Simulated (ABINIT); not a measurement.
# How KZnF3 absorbs and reflects light

Aim: the dielectric function of KZnF3, and the optical constants that follow from it.

Calculated with ABINIT 10.8.3; DFT, PBE, plane waves with norm-conserving potentials (PseudoDojo), scalar-relativistic, independent-particle linear optical response without local fields.

### Step 1. Set-up

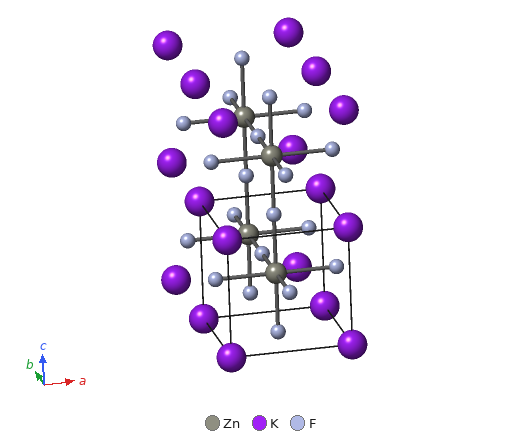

The cell as given, slightly off an axis (zinc grey, potassium purple, fluorine light blue). 1×2×2 cells are drawn. Some periodic images of atoms are drawn too.

### Step 2. Ground state, bands and velocity matrix elements

First the ground state: is it a metal or has it a gap?

This step: DFT, PBE, plane waves with norm-conserving potentials (PseudoDojo), scalar-relativistic, ground state, bands at fixed density and velocity matrix elements (ABINIT 10.8.3).

Input file run.abi:

```
# ground state, bands on a dense mesh, and the derivatives d/dk of the wave functions
ndtset 3

ngkpt1 6 6 6
shiftk1 0.0 0.0 0.0
tolvrs1 1.0d-12
nband1 29
prtden1 1

iscf2 -2
getden2 1
ngkpt2 8 8 8
shiftk2 0.0 0.0 0.0
kptopt2 1
nband2 55
nbdbuf2 4
tolwfr2 1.0d-14

optdriver3 8
wfk_task3 "wfk_ddk"
prtevk3 1
getwfk3 2
getden3 1
iscf3 -2
ngkpt3 8 8 8
shiftk3 0.0 0.0 0.0
kptopt3 1
nband3 55

nshiftk 1
occopt 3
tsmear 0.001837
ecut 45.0
nstep 80
iomode 3
chksymbreak 0
chkprim 0
chksymtnons 0
acell 3*1.0 Angstrom
rprim
  4.050000000000 0.000000000000 0.000000000000
  0.000000000000 4.050000000000 0.000000000000
  0.000000000000 0.000000000000 4.050000000000
natom 5
ntypat 3
znucl 30 19 9
typat 1 2 3 3 3
xred
  0.500000000000 0.500000000000 0.500000000000
  0.000000000000 0.000000000000 0.000000000000
  0.500000000000 0.000000000000 0.500000000000
  0.000000000000 0.500000000000 0.500000000000
  0.500000000000 0.500000000000 0.000000000000
pseudos "Zn.upf, K.upf, F.upf"
```

Run with:

```sh
mpirun -n 4 abinit run.abi
```

Numbers of over 12 decimals in the logs are rounded to 6 here.

The log of the run:

```text
DATASET    1 : space group Pm -3 m (#221); Bravais cP (primitive cubic)
 DATASET    2 : space group Pm -3 m (#221); Bravais cP (primitive cubic)
 DATASET    3 : space group Pm -3 m (#221); Bravais cP (primitive cubic)
            ngfft          48      48      48
                         0.05556    0.05556    0.05556    0.01389    0.03704    0.11111
                         0.05556    0.11111    0.11111    0.02778    0.03704    0.05556
                         0.04688    0.04688    0.02344    0.02344    0.04688    0.02344
                         0.02344    0.02344    0.00586    0.01563    0.04688    0.04688
                         0.02344    0.04688    0.09375    0.04688    0.04688    0.04688
                         0.01172    0.01563    0.04688    0.02344    0.04688    0.04688
                         0.01172    0.01563    0.02344    0.01172    0.00195
                         0.04688    0.04688    0.02344    0.02344    0.04688    0.02344
                         0.02344    0.02344    0.00586    0.01563    0.04688    0.04688
                         0.02344    0.04688    0.09375    0.04688    0.04688    0.04688
                         0.01172    0.01563    0.04688    0.02344    0.04688    0.04688
                         0.01172    0.01563    0.02344    0.01172    0.00195
== DATASET  1 ==================================================================
 Real(R)+Recip(G) space primitive vectors, cartesian coordinates (Bohr,Bohr^-1):
 R(1)=  7.6533908  0.0000000  0.0000000  G(1)=  0.1306610  0.0000000  0.0000000
 R(2)=  0.0000000  7.6533908  0.0000000  G(2)=  0.0000000  0.1306610  0.0000000
 R(3)=  0.0000000  0.0000000  7.6533908  G(3)=  0.0000000  0.0000000  0.1306610
 Unit cell volume ucvol=  4.4829270E+02 bohr^3
 Angles (23,13,12)=  9.00000000E+01  9.00000000E+01  9.00000000E+01 degrees
 getcut: wavevector=  0.0000  0.0000  0.0000  ngfft=  48  48  48
     iter   Etot(hartree)      deltaE(h)  residm     vres2
 ETOT  1  -309.15791240722    -3.092E+02 2.984E-01 1.134E+04
 ETOT  2  -310.80115161661    -1.643E+00 1.733E-01 1.366E+04
 ETOT  3  -313.04928332234    -2.248E+00 7.419E-02 2.077E+03
 ETOT  4  -313.15975575369    -1.105E-01 3.475E-02 1.236E+03
 ETOT  5  -313.21732400297    -5.757E-02 1.184E-02 5.984E+02
 ETOT  6  -313.26146872831    -4.414E-02 1.322E-02 1.503E+02
 ETOT  7  -313.27141809286    -9.949E-03 2.294E-03 3.485E+01
 ETOT  8  -313.27474720900    -3.329E-03 2.228E-03 7.744E-02
 ETOT  9  -313.27475359658    -6.388E-06 2.539E-03 1.732E-02
 ETOT 10  -313.27475635140    -2.755E-06 2.103E-03 4.405E-05
 ETOT 11  -313.27475636226    -1.086E-08 2.458E-03 2.259E-06
 ETOT 12  -313.27475636267    -4.147E-10 3.048E-03 5.644E-08
 ETOT 13  -313.27475636268    -9.777E-12 2.499E-03 2.176E-09
 ETOT 14  -313.27475636271    -3.126E-11 1.617E-03 2.121E-10
 ETOT 15  -313.27475636267     3.934E-11 6.788E-04 2.787E-12
 ETOT 16  -313.27475636269    -1.432E-11 3.396E-04 2.929E-14
 At SCF step   16       vres2   =  2.93E-14 < tolvrs=  1.00E-12 =>converged.
 Cartesian components of stress tensor (hartree/bohr^3)
  sigma(1 1)= -1.40155897E-04  sigma(3 2)=  0.00000000E+00
  sigma(2 2)= -1.40155897E-04  sigma(3 1)=  0.00000000E+00
  sigma(3 3)= -1.40155897E-04  sigma(2 1)=  0.00000000E+00
 Mean square residual over all n,k,spin=   15.108E-07; max=  33.958E-05
 Fermi (or HOMO) energy (hartree) =   0.14979   Average Vxc (hartree)=  -0.36922
 Eigenvalues (hartree) for nkpt=  20  k points:
 kpt#   1, nband= 29, wtk=  0.00463, kpt=  0.0000  0.0000  0.0000 (reduced coord)
  -4.42213   -2.73865   -2.73865   -2.73865   -0.91450   -0.71140   -0.68842   -0.68842
  -0.30760   -0.30760   -0.30760   -0.07209   -0.07209   -0.07209   -0.05282   -0.05282
  -0.05282   -0.03999   -0.03999    0.00462    0.00462    0.00462    0.01193    0.01193
   0.01193    0.22188    0.40110    0.40110    0.42774
   2.00000    2.00000    2.00000    2.00000    2.00000    2.00000    2.00000    2.00000
   2.00000    2.00000    2.00000    2.00000    2.00000    2.00000    2.00000    2.00000
   2.00000    2.00000    2.00000    2.00000    2.00000    2.00000    2.00000    2.00000
   2.00000    0.00000    0.00000    0.00000    0.00000
kinetic             :  1.51961380313538E+02
hartree             :  1.23145043428778E+02
xc                  : -4.56594995483181E+01
Ewald energy        : -1.66106594764078E+02
psp_core            :  5.54710655072409E+00
local_psp           : -3.30075599256034E+02
non_local_psp       : -5.20865930872986E+01
internal            : -3.13274756362689E+02
'-kT*entropy'       :  3.91547779883562E-15
total_energy        : -3.13274756362689E+02
total_energy_eV     : -8.52464039650072E+03
 Cartesian components of stress tensor (hartree/bohr^3)
  sigma(1 1)= -1.40155897E-04  sigma(3 2)=  0.00000000E+00
  sigma(2 2)= -1.40155897E-04  sigma(3 1)=  0.00000000E+00
  sigma(3 3)= -1.40155897E-04  sigma(2 1)=  0.00000000E+00
-Cartesian components of stress tensor (GPa)         [Pressure=  4.1235E+00 GPa]
== DATASET  2 ==================================================================
 Real(R)+Recip(G) space primitive vectors, cartesian coordinates (Bohr,Bohr^-1):
 R(1)=  7.6533908  0.0000000  0.0000000  G(1)=  0.1306610  0.0000000  0.0000000
 R(2)=  0.0000000  7.6533908  0.0000000  G(2)=  0.0000000  0.1306610  0.0000000
 R(3)=  0.0000000  0.0000000  7.6533908  G(3)=  0.0000000  0.0000000  0.1306610
 Unit cell volume ucvol=  4.4829270E+02 bohr^3
 Angles (23,13,12)=  9.00000000E+01  9.00000000E+01  9.00000000E+01 degrees
 getcut: wavevector=  0.0000  0.0000  0.0000  ngfft=  48  48  48
 Mean square residual over all n,k,spin=   47.439E-16; max=  99.977E-16
 Eigenvalues (hartree) for nkpt=  35  k points:
 kpt#   1, nband= 55, wtk=  0.00195, kpt=  0.0000  0.0000  0.0000 (reduced coord)
  -4.42213   -2.73865   -2.73865   -2.73865   -0.91450   -0.71140   -0.68842   -0.68842
  -0.30760   -0.30760   -0.30760   -0.07209   -0.07209   -0.07209   -0.05282   -0.05282
  -0.05282   -0.03999   -0.03999    0.00462    0.00462    0.00462    0.01193    0.01193
   0.01193    0.22188    0.40110    0.40110    0.42774    0.48505    0.48505    0.48505
   0.60049    0.60049    0.60049    0.78822    0.78822    0.78822    0.81210    0.81210
   0.88168    0.88168    0.88168    0.91712    0.91712    0.91712    0.97456    1.14130
   1.14130    1.14130    1.14985    1.14985    1.14985    1.20507    1.20507
== DATASET  3 ==================================================================
            ngfft          48      48      48
                         0.05556    0.05556    0.05556    0.01389    0.03704    0.11111
                         0.05556    0.11111    0.11111    0.02778    0.03704    0.05556
                         0.04688    0.04688    0.02344    0.02344    0.04688    0.02344
                         0.02344    0.02344    0.00586    0.01563    0.04688    0.04688
                         0.02344    0.04688    0.09375    0.04688    0.04688    0.04688
                         0.01172    0.01563    0.04688    0.02344    0.04688    0.04688
                         0.01172    0.01563    0.02344    0.01172    0.00195
                         0.04688    0.04688    0.02344    0.02344    0.04688    0.02344
                         0.02344    0.02344    0.00586    0.01563    0.04688    0.04688
                         0.02344    0.04688    0.09375    0.04688    0.04688    0.04688
                         0.01172    0.01563    0.04688    0.02344    0.04688    0.04688
                         0.01172    0.01563    0.02344    0.01172    0.00195
[shortened to cell, iterations, levels, energies and stress; the echo of variables, forces, comments, warnings and credits are left out]
```

The job ended after 2.5 min (4 MPI ranks of Arm Neoverse V1, shared host; peak memory 0.16 GiB; 9.9 min of CPU time).

Numbers from this step:

- total energy: -313.3 Ha
- gap on the k-mesh: 3.992 eV
- direct gap on the mesh: 5.713 eV

There is a gap, 3.99 eV on this mesh (points off the mesh can give less), so no carriers' term is needed.

### Step 3. Optical response

The spectrum is a sum over vertical transitions between filled and empty bands at the fixed density, so many empty bands are needed.

This step: DFT, PBE, plane waves with norm-conserving potentials (PseudoDojo), scalar-relativistic, independent-particle linear optical response without local fields (ABINIT 10.8.3).

Input file optic.abi:

```
&FILES
 ddkfile_1 = 'runo_DS3_1_EVK.nc',
 ddkfile_2 = 'runo_DS3_2_EVK.nc',
 ddkfile_3 = 'runo_DS3_3_EVK.nc',
 wfkfile = 'runo_DS2_WFK.nc'
/
&PARAMETERS
 broadening = 0.001837,
 domega = 0.0020212,
 maxomega = 0.80849,
 scissor = 0.0,
 tolerance = 0.002,
 nband_sum = 51
/
&COMPUTATIONS
 num_lin_comp = 1,
 lin_comp = 11,
 num_nonlin_comp = 0,
 num_linel_comp = 0,
 num_nonlin2_comp = 0
/
```

Run with:

```sh
optic optic.abi
```

The log of the run:

```text

 OPTIC has originally been developed by
 S. Sharma, J. K. Dewhurst and C. Ambrosch-Draxl, Phys. Rev. B 67, 165332 (2003), and
 S. Sharma and C. Ambrosch-Draxl, Physica Scripta T 109 (2004).

 rprimd(bohr)      =   7.65339   0.00000   0.00000
                       0.00000   7.65339   0.00000
                       0.00000   0.00000   7.65339
 natom             =       5
 nkpt,mband        =      35      55
 ecut              =  45.00000 Ha
 newocc: new Fermi energy is       0.138982 , with nelect=     50.000000, Number of bisection calls: 7
 Fermi level: 3.7819  (eV)

 fermie            =   0.13898 Ha   3.78190 eV
 Scissor shift     =   0.00000 Ha
 Tolerance on closeness to singularities     =   0.00200 Ha
 Smearing factor      =   0.00184 Ha
 Will use the antiresonant approximation (meaning that the antiresonant terms are neglected)
 Will not perform the bands decomposition
 linear coeffs to be calculated :
 11
 non-linear coeffs to be calculated :

 electronic part of electro-optic coeffs to be calculated :

 non-linear coeffs (V2) to be calculated :

 linear optic matrix elements will be printed :0
 optic : Call pmat2cart
 No scissor shift to be applied. Returning to main optic routine.
 optic : Call linopt
  linopt            1           1
 calculated the component:           1           1   of dielectric function
  with broadening:         (0.000000,1.83700000000000009E-003)
 and scissors shift:   0.000000
 energy window:   153.479508      eV   5.640268      Ha
 optic : Call nlinopt
 optic : Call linelop
 optic : Call nonlinopt

================================================================================

 Calculation completed.
-
program: optic
version: 10.8.3
start_datetime:
end_datetime:
overall_cpu_time:           0.3
overall_wall_time:           0.3
mpi_procs: 1
omp_threads: 1
...
```

It took 0.72 s on 1 thread; peak memory 0.05 GiB.

Read-outs, printed or worked out from the files:

- electronic dielectric constant ε∞, mean over x, y and z (by symmetry where fewer were run): 2.330
- centre of weight of the strongest loss peak in the window: 16.94 eV

The Im ε, E ∥ x has structure finer than the step of the table below, so its rows give means over 1 eV, whole bins alone (the curve runs from 0.0550 to 21.9 eV). Peaks (eV: height): 7.6: 3.30, 11.1: 2.18, 13.1: 3.04, 13.6: 2.20, 15.2: 2.20, 20.0: 2.50, 21.8: 5.57.

Sum at mesh points, not converged in k; values under the direct gap are tails of Lorentzian lines. The Im ε, E ∥ x by photon energy; means over each step:

```tsv
photon energy (eV)	Im ε, E ∥ x
1	0.00106
2	0.00231
3	0.00411
4	0.00741
5	0.0186
6	0.452
7	1.00
8	1.49
9	1.01
10	0.967
11	1.62
12	0.995
13	1.69
14	1.48
15	1.56
16	1.62
17	1.38
18	0.980
19	1.05
20	2.01
21	2.27
```

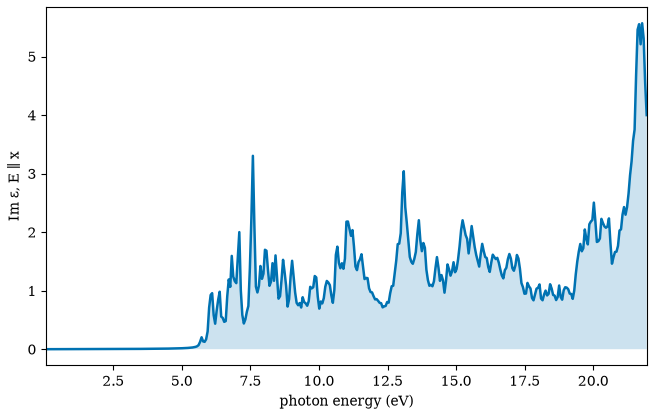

Im ε, E ∥ x against photon energy.

The reflectivity at normal incidence, E ∥ x has structure finer than the step of the table below, so its rows give means over 1 eV, whole bins alone (the curve runs from 0.0550 to 21.9 eV). Peaks (eV: height): 6.8: 10.9, 7.6: 17.1, 11.0: 12.1, 13.1: 16.0, 15.2: 11.5, 20.0: 13.4.

Sum at mesh points, not converged in k. Reflectivity at normal incidence, E ∥ x against photon energy; means over each step:

```tsv
photon energy (eV)	reflectivity at normal incidence, E ∥ x (%)
1	4.39
2	4.53
3	4.80
4	5.28
5	6.24
6	8.29
7	9.02
8	8.51
9	5.80
10	6.41
11	9.09
12	5.17
13	9.81
14	7.43
15	8.06
16	8.54
17	7.26
18	4.23
19	5.28
20	10.7
21	11.9
```

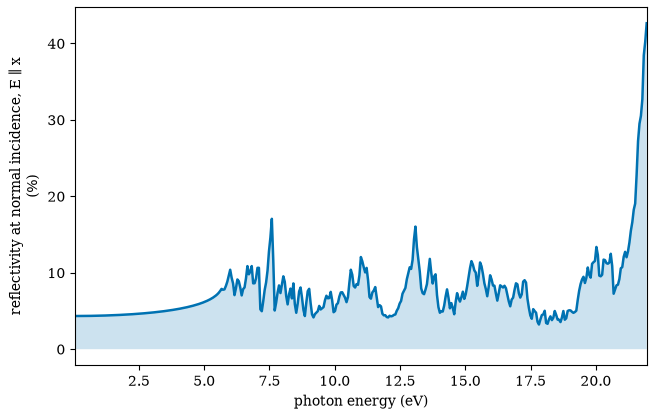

Reflectivity at normal incidence, E ∥ x against photon energy.

The loss function −Im 1/ε at q → 0, E ∥ x has structure finer than the step of the table below, so its rows give means over 2 eV, whole bins alone (the curve runs from 0.0550 to 21.9 eV). Peaks (eV: height): 13.9: 0.451, 15.7: 0.410, 16.2: 0.433, 16.6: 0.448, 17.4: 0.591, 18.0: 0.414, 20.6: 0.434.

Sum at mesh points, not converged in k; values under the direct gap are tails of Lorentzian lines. Table of loss function −Im 1/ε at q → 0, E ∥ x by energy loss; means over each step:

```tsv
energy loss (eV)	loss function −Im 1/ε at q → 0, E ∥ x
2	4.2e-4
4	0.00120
6	0.0444
8	0.169
10	0.156
12	0.216
14	0.294
16	0.360
18	0.370
20	0.263
```

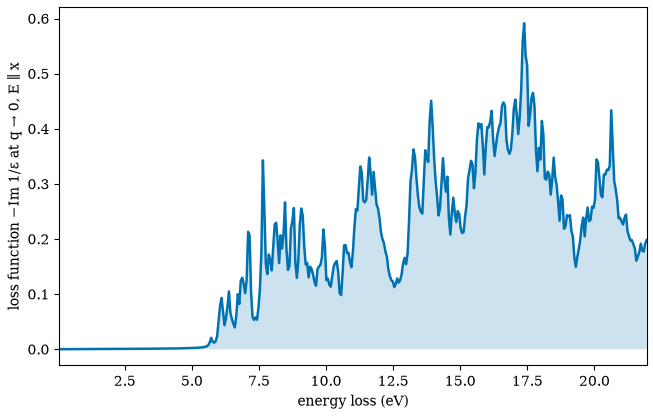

Loss function −Im 1/ε at q → 0, E ∥ x against energy loss.

At chosen wavelengths:

```tsv
wavelength (nm)	n	k	R (%)	1/α
1550	1.53	0.000	4.4	452 µm
800	1.53	0.001	4.4	115 µm
633	1.54	0.001	4.5	69 µm
405	1.56	0.001	4.8	24 µm
308	1.60	0.002	5.3	11 µm
248	1.66	0.005	6.2	4.0 µm
193	1.70	0.188	7.2	82 nm
```

Below the direct gap, k and the depth come from the tails of the Lorentzian lines, not from transitions.

Rows near the edge hang on the gap, which this functional as a rule makes too small, and phonon-assisted absorption is left out.

### Step 4. Results

| Property | Result |
| --- | --- |
| electronic dielectric constant ε∞, mean over x, y and z (by symmetry where fewer were run) (independent particles) | 2.33 |
| centre of weight of the strongest loss peak in the window, first axis | 16.9 eV |

What this shows: At this level (PBE, independent particles) KZnF3 has ε∞ = 2.33 and n = 1.53 at 1550 nm. On the mesh the gap is 3.99 eV and the least direct gap 5.71 eV, so on this mesh the band edges lie at different points. Excitons and phonon-assisted transitions are missing, and so are local fields; PBE gaps are as a rule too small, which pulls the onset down and ε∞ up. The sum runs over mesh points 0.19 Å⁻¹ apart with no interpolation, so peaks are partly noise of the mesh and static values carry its error. Besides steps told in other documents, this task had 1 run with a known fault of program or setting; those not told in a step above aren't shown.

[Logs are printed without paths, hosts, clocks, repeated set-up lines and the standing remarks that a program may print on its own settings, such as how far it seeks lower states.]

[Hosts, paths, dates, database ids (printed as entryN), source tags and the programs' standing remarks are cut or masked in the printed files.]
